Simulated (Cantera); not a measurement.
Input: 1 mol Si3N4, 0.0015 mol O2, 94 mol N2, held at 0.133 bar.

Method: chemical equilibrium by Gibbs-energy minimisation in Cantera with the NASA 1993 tables (ideal gas, pure condensed phases). Candidate condensed phases: Si, SiO2, Si2N2O, Si3N4; 16 gas species. Mutual solubility and eutectic melting of coexisting phases are not modelled. The tables' values for SiN are old estimates; treat these amounts as uncertain. Rates play no part.

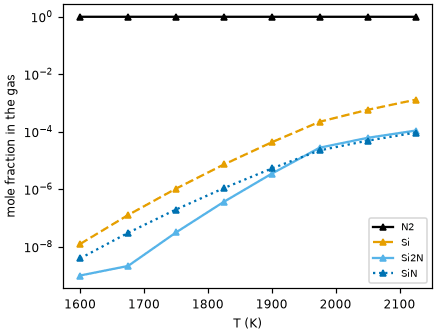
Equilibrium gas composition (values under 1e-9 drawn at 1e-9)

At 1600 K the condensed part is Si2N2O(s) + Si3N4(s). From 1675 K to 1975 K the condensed part is Si3N4(s). From 2050 K to 2125 K the condensed part is Si(l). The main Si-bearing gas is SiO at 1600 K and Si at 2125 K. The share of Si in condensed phases is highest at 1600 K (100.0 %) and lowest at 2125 K (94.6 %).
